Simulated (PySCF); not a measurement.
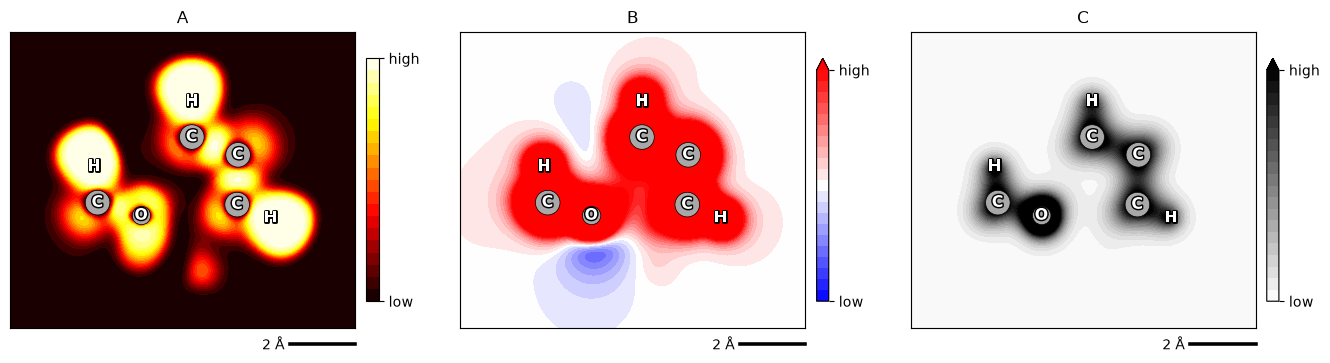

C$_{6}$H$_{12}$O$_{2}$: 3 fields on the plane of atoms O2, C1 and H11, with unlabelled colour scales. Grey discs cover the atomic cores.

Geometry: PBE0-D3(BJ)/def2-SVP.

Method: PBE0/pcSseg-1, SCF density, gas phase, non-relativistic (PySCF 2.14.0).

```xyz
20

C     2.4048    0.8524   -0.7902
O     1.2400    0.0952   -0.9617
C     0.8351   -0.5886    0.1854
C    -0.3108   -1.5098   -0.2018
C    -1.5647   -0.7092   -0.5314
C    -1.8744    0.2485    0.6135
C    -0.6513    1.0911    0.9304
O     0.4778    0.2889    1.2183
H     2.6195    1.3535   -1.7440
H     3.2672    0.2109   -0.5248
H     2.2891    1.6131    0.0009
H     1.6851   -1.1655    0.5992
H     0.0081   -2.1339   -1.0500
H    -0.5035   -2.1790    0.6528
H    -2.4141   -1.3832   -0.7250
H    -1.3916   -0.1348   -1.4567
H    -2.1564   -0.3248    1.5137
H    -2.7243    0.9059    0.3678
H    -0.4297    1.7634    0.0799
H    -0.8114    1.7166    1.8207
```

Which field does each panel show? The fields are: electron density, electron localisation function and electrostatic potential.

Panel A: electron localisation function. Panel B: electrostatic potential (strongly positive close to the atoms, with negative regions outside electron-rich atoms). Panel C: electron density. From the grid: C–O (1.40 Å): the density is about 2.1 e/Å³ at the midpoint, with its minimum of 1.8 e/Å³ about 0.5 Å from C; the ELF peaks at about 0.90 between the atoms: a shared but strongly polarised pair. C–C (1.52 Å): ρ is about 1.7 e/Å³ halfway; the ELF peaks at about 0.95 between the atoms: a shared electron pair.
